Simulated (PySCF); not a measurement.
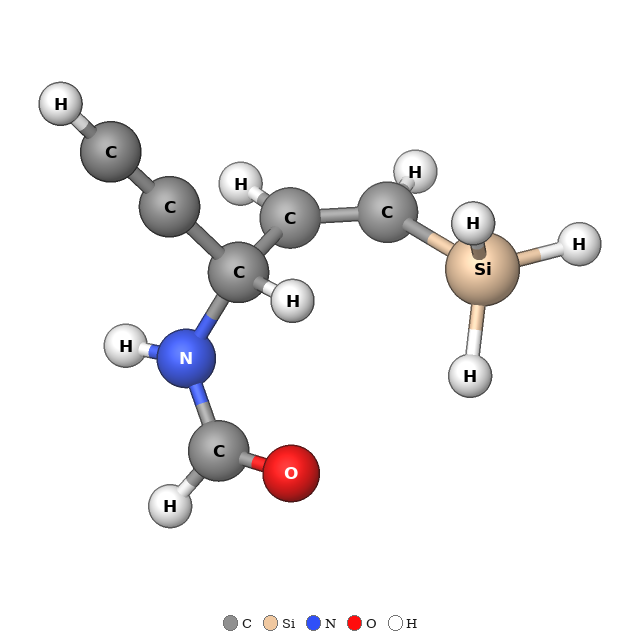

The computed structure is the end point of a GFN2-xTB optimisation. No frequency run is at hand to confirm it as a minimum. Method: PBE0/pcSseg-1, gas phase (PySCF 2.14.0).

What is the LUMO energy (Kohn–Sham orbital)?

−0.78 eV.

Estimate the HOMO energy (Kohn–Sham orbital).

−7.59 eV.

Estimate the dipole moment.

3.76 D.

The geometry is semi-empirical. Around Si such bond lengths and angles can be off by a tenth of an ångström or more and by several degrees, and values that hang on the shape move with them.
